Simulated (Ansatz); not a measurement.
The starting structures come from a database of crystals and need not be the phases stable at ambient conditions.

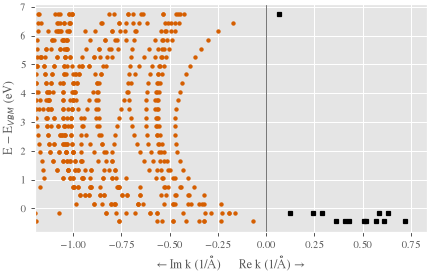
*Complex bands at the centre of the two-dimensional zone; PBEsol run with Ansatz (an electronic-structure program)*

No gap correction and no spin-orbit coupling; mid-gap values are interpolated between computed energies.

Problem. This is Cs$_{2}$NaYF$_{6}$ (Fm-3m, not sure to be the ambient phase, 10 atoms a cell, 19.5 Å³ an atom, -3 GPa at this level) along the normal of (110). Read off the slowest decay at the centre of the two-dimensional zone at 3.45 eV, the computed energy nearest the middle of the gap.

Solution. κ ≈ 0.47 1/Å, a decay length 1/(2κ) of the density of 1.1 Å.
